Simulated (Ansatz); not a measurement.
# Sn (beta-Sn type, space group I4_1/amd): scan of one atom of the cell

Relaxed Sn (beta-Sn type, space group I4_1/amd):

```xyz
2
Lattice="-2.9735 2.9735 1.6061 2.9735 -2.9735 1.6061 2.9735 2.9735 -1.6061" Properties=species:S:1:pos:R:3 pbc="T T T"
Sn     0.0000     2.9735     0.8030
Sn     0.0000     0.0000     0.0000
```

In each cell atom 1 (Sn, nearest neighbour Sn at 3.080 Å; its periodic images, 3.2 Å or more away, move with it) moves by s·(1.000, 0.000, 0.000) (along Cartesian x), the rest being held.

The numbers are results of PBE (plane waves to 420 eV, PAW, scalar-relativistic; Ansatz, a quantum-chemistry and plane-wave program), not measurements. k mesh 13×13×13 (Γ-centred), Fermi-Dirac smearing 0.05 eV. E stands for the smeared free energy. With partly filled bands, energies and forces of such displacements shift with the k mesh and the smearing. Sn was relaxed with its symmetry unable to fall. The PAW data are Ansatz's earlier set. ΔE is measured from the undisplaced structure.

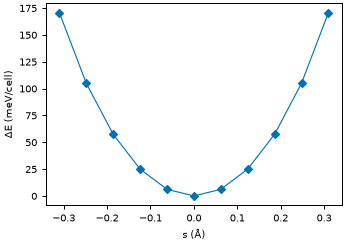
*ΔE (meV/cell) against s (Å); computed points joined by lines.*

The force along the line at s = -0.310 Å comes out as 1.23 eV/Å and the force constant k = d²E/ds² at s = 0 (finite differences) is 3.19 eV/Å². Shape of the curve: a single well with its minimum at or next to zero displacement. Symmetry of the curve: even: the same for both signs. Harmonic estimate at the end of the scan: ½ks² = 153 meV/cell against the computed 171 meV/cell, so the well is stiffer than harmonic there.

The forces along the line at the two nearest points give (0.200 − (-0.200)) / (2·0.062) = 3.23 eV/Å²; the next pair corrects for the finite step.

(For displaced atoms, the force is minus the slope of the energy, and its curvature is a force constant, which sets phonon frequencies.)
